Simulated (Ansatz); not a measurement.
**CH5BN (SMILES B[N]C): UB2PLYP/def2-SVPD**

Aim: the electronic atomisation energy of CH5BN at UB2PLYP/def2-SVPD, from 5 runs. 

The calculation is run with Ansatz 0.2.0.

61 further runs of the same task are left out: 61 set aside as unsound or not needed.

### Step 1. The structure to begin with

CH5BN: 8 atoms, total charge 0, spin state doublet. SMILES: `B[N]C`. The shape is that of a PBE0-D4/def2-TZVP optimisation.

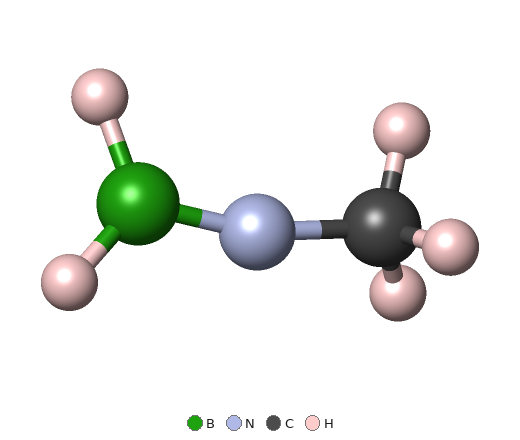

The structure, seen from a chosen angle (boron green, nitrogen light blue, carbon dark grey, hydrogen pink).

### Step 2. A single-point energy at UB2PLYP/def2-SVPD

Input file job.yaml:

```yaml
crystal:
  periodic: [false, false, false]
  atoms:
    - {symbol: B, position_ang: [-0.373900, 1.096100, -0.965000]}
    - {symbol: N, position_ang: [0.058500, 0.275600, -0.008700]}
    - {symbol: C, position_ang: [0.339600, -0.835900, 0.776800]}
    - {symbol: H, position_ang: [-1.007800, 0.632300, -1.885400]}
    - {symbol: H, position_ang: [-0.143000, 2.276400, -0.921600]}
    - {symbol: H, position_ang: [-0.096400, -0.755000, 1.778600]}
    - {symbol: H, position_ang: [1.416200, -1.018200, 0.865300]}
    - {symbol: H, position_ang: [-0.101000, -1.728600, 0.304400]}
basis:
  gaussian: {orbitals: def2-SVPD}
total_charge: 0
magnetization: {spin_polarized: true, initial_magnetization: 1}
hamiltonian: {xc: {name: B2PLYP}}
correlation: {frozen_orbitals: {B: 1, C: 1, H: 0, "N": 1}}
accuracy: high
output: {orbitals: {seedname: orbitals}}
```

Command:

```
ansatz run job.yaml --threads 1 --pin off --max-ram 3480MiB --events-out events.jsonl --progress --plain --runs-dir runs
```

What it wrote:

```text
Warning: RAYON_NUM_THREADS=1 ignored (pool sized by the plan → 1); use --threads N
Functional definition: B2PLYP
  name "B2PLYP"
  parameter a = 0.53
  parameter c = 0.27
  exchange = (1 - a)*b88_x + a*exact_x
  correlation = (1 - c)*lyp_c + c*(mp2_os + mp2_ss)
2079 factors; integrals over basis functions are off by at most 3.1e-9 eV
mean field evaluation 1: about -3271.1392 eV, gradient 2.3e1 eV
mean field evaluation 2: about -3271.1815 eV, gradient 2.3e1 eV
mean field evaluation 4: about -3273.9297 eV, gradient 3.5e0 eV
mean field evaluation 8: about -3274.0335 eV, gradient 2.0e-1 eV
mean field evaluation 16: about -3274.0343 eV, gradient 4.6e-4 eV
mean field evaluation 32: about -3274.0343 eV, gradient 2.6e-8 eV
mean field -3274.03430347 eV, -120.3185414324 hartree, gradient 2.6e-8 eV, S^2 0.764173; 0 other end points of the search recorded, 0 dependent functions left out
3 core orbitals not correlated: weight in the atoms' cores, before any rotation towards them, 1.000 or more for the frozen orbitals, at most 0.000 for the correlated occupied ones
reference -3274.03433052 eV, -120.3185424265 hartree; 9, 8 occupied and 88, 89 virtual orbitals, 2079 factors
second order -13.06193947 eV of doubles, -0.00000000 eV of singles
Total energy: -3277.56105418 eV, -120.4481471304 hartree
```

Wall time 23 s (1 thread of Arm Neoverse N1, shared host); peak memory 0.38 GiB.

### Step 3. The B atom

Input file job.yaml:

```yaml
crystal:
  periodic: [false, false, false]
  atoms:
    - symbol: B
      position_ang: [0.000000, 0.000000, 0.000000]
basis:
  gaussian:
    orbitals: def2-SVPD
total_charge: 0
magnetization:
  spin_polarized: true
  initial_magnetization: 1
hamiltonian:
  xc: {name: B2PLYP}
correlation:
  frozen_orbitals: {B: 1}
accuracy: high
```

Run the same way, it converges to -24.60401 Eh (log not shown).

### Step 4. The C atom at the same level

Input file in.yaml:

```yaml
crystal:
  periodic: [false, false, false]
  atoms:
    - {symbol: C, position_ang: [0.000000, 0.000000, 0.000000]}
basis:
  gaussian:
    orbitals: def2-SVPD
magnetization:
  spin_polarized: true
  initial_magnetization: 2
hamiltonian:
  xc: {name: B2PLYP}
correlation:
  frozen_orbitals: {C: 1}
accuracy: high
```

Command:

```
ansatz run in.yaml --threads 1 --pin off --max-ram 3480MiB --events-out events.jsonl --progress --plain --runs-dir runs
```

What it wrote (excerpt; [...] marks lines left out):

```text
Warning: RAYON_NUM_THREADS=1 ignored (pool sized by the plan → 1); use --threads N
[... 2 set-up lines as earlier in the session ...]
[...]
163 factors; integrals over basis functions are off by at most 3.2e-9 eV
[...]
mean field -1027.50193479 eV, -37.7599996378 hartree, gradient 4.7e-9 eV, S^2 2.005793; 0 other end points of the search recorded, 0 dependent functions left out
1 core orbitals not correlated: weight in the atoms' cores, before any rotation towards them, 1.000 or more for the frozen orbitals, at most 0.000 for the correlated occupied ones
reference -1027.50195066 eV, -37.7600002209 hartree; 3, 1 occupied and 16, 18 virtual orbitals, 163 factors
second order -1.82152001 eV of doubles, -0.00000000 eV of singles
Total energy: -1027.99376106 eV, -37.7780739199 hartree
```

Run time: 0.54 s. Hardware: 1 thread of Arm Neoverse N1, shared host.

### Step 5. The H atom

Input file job.yaml:

```yaml
crystal:
  periodic: [false, false, false]
  atoms:
    - {symbol: H, position_ang: [0.000000, 0.000000, 0.000000]}
basis:
  gaussian: {orbitals: def2-SVPD}
magnetization: {spin_polarized: true, initial_magnetization: 1}
hamiltonian: {xc: {name: B2PLYP}}
correlation: {frozen_orbitals: {H: 0}}
accuracy: high
```

Run the same way, it converges to -0.49793 Eh (log not shown).

### Step 6. The N atom at the same level

Input file molecule.yaml:

```yaml
crystal:
  periodic: [false, false, false]
  atoms:
    - {symbol: N, position_ang: [0.000000, 0.000000, 0.000000]}
basis:
  gaussian: {orbitals: def2-SVPD}
magnetization: {spin_polarized: true, initial_magnetization: 3}
hamiltonian: {xc: {name: B2PLYP}}
correlation: {frozen_orbitals: {"N": 1}}
accuracy: high
```

Command:

```
ansatz run molecule.yaml --threads 1 --pin off --max-ram 3480MiB --events-out events.jsonl --progress --plain --runs-dir runs
```

What it wrote (excerpt; [...] marks lines left out):

```text
Warning: RAYON_NUM_THREADS=1 ignored (pool sized by the plan → 1); use --threads N
[... 6 set-up lines as earlier in the session ...]
163 factors; integrals over basis functions are off by at most 3.0e-9 eV
mean field evaluation 1: about -1482.2693 eV, gradient 2.9e0 eV
mean field evaluation 2: about -1482.2808 eV, gradient 2.8e0 eV
mean field evaluation 4: about -1482.3191 eV, gradient 1.7e-1 eV
mean field evaluation 8: about -1482.3192 eV, gradient 5.5e-5 eV
mean field -1482.31923021 eV, -54.4742269581 hartree, gradient 1.8e-8 eV, S^2 3.755509; 0 other end points of the search recorded, 0 dependent functions left out
1 core orbitals not correlated: weight in the atoms' cores, before any rotation towards them, 1.000 or more for the frozen orbitals, at most 0.000 for the correlated occupied ones
reference -1482.31924302 eV, -54.4742274288 hartree; 4, 1 occupied and 15, 18 virtual orbitals, 163 factors
second order -2.40722241 eV of doubles, -0.00000000 eV of singles
Total energy: -1482.96919307 eV, -54.4981126527 hartree
```

Wall time 0.54 s (1 thread of Arm Neoverse N1, shared host).

### Step 7. Summary of results

At UB2PLYP/def2-SVPD, 3 core orbitals frozen:

| quantity | value |
| --- | --- |
| molecule: total energy | -120.44815 Eh |
| molecule: HOMO energy (SCF part's orbitals) (highest over α and β) | -8.61 eV |
| molecule: LUMO energy (SCF part's orbitals) (lowest over α and β) | -0.86 eV |
| molecule: ⟨S²⟩ | 0.764 |
| B atom: total energy | -24.60401 Eh |
| B atom: ⟨S²⟩ | 0.755 |
| C atom: total energy | -37.77807 Eh |
| C atom: ⟨S²⟩ | 2.006 |
| H atom: total energy | -0.49793 Eh |
| H atom: ⟨S²⟩ | 0.750 |
| N atom: total energy | -54.49811 Eh |
| N atom: ⟨S²⟩ | 3.756 |
| electronic atomisation energy | 29.343 eV |

Taking the molecule apart into free atoms costs 29.34 eV (677 kcal/mol), before zero-point energy and without spin-orbit coupling.
